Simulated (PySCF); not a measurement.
Consider C4H3F3 (SMILES C#C[C@H](F)C(F)F).

Input

```
{"job": {"kind": "uv", "xc": "CAM-B3LYP", "basis": "def2-SVPD", "nstates": 8, "ntriplets": 3}, "charge": 0, "multiplicity": 1}
C      2.090494     0.957138    -0.136464
C      1.167776     0.196264    -0.131002
C      0.042751    -0.720637    -0.164405
F      0.113846    -1.538797    -1.270559
C     -1.281928     0.061011    -0.245846
F     -2.329884    -0.748772     0.012808
F     -1.307896     1.032477     0.692148
H      2.903774     1.619916    -0.116496
H      0.038632    -1.373114     0.720335
H     -1.428683     0.519167    -1.235889
```

Launched as:

```sh
OMP_NUM_THREADS=1 python probes_run.py task.json out
```

Geometry: GFN2-xTB.

Level of theory: CAM-B3LYP/def2-SVPD, SCF density, gas phase in PySCF 2.14.0.

**What will maps of the electron density and electron localisation function show?**

C–C (1.20 Å): ρ is about 2.7 e/Å³ halfway; the ELF peaks at about 0.80 between the atoms; a multiple bond.
C–H (1.05 Å): the density is about 2.1 e/Å³ at the midpoint; the ELF climbs to about 1 towards the hydrogen, as it does in any bond to H; an ordinary covalent bond to hydrogen.

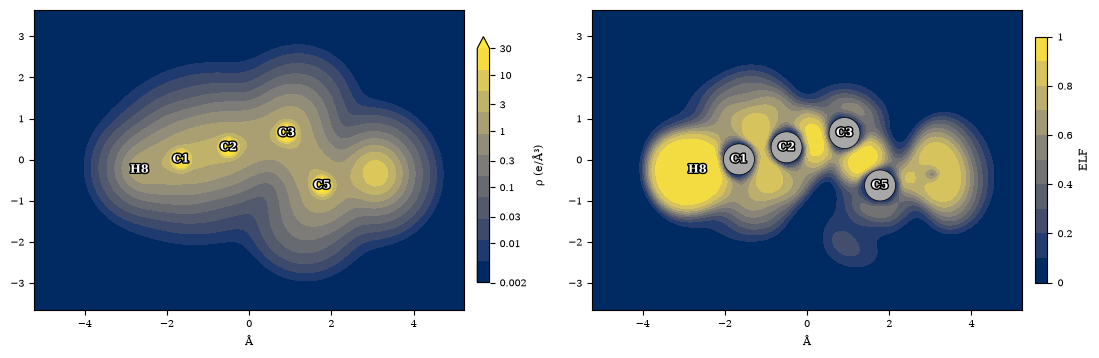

Computed electron density and electron localisation function on the plane of atoms C2, C3 and C5, in this order. Grey discs cover the atomic cores in the ELF map. 
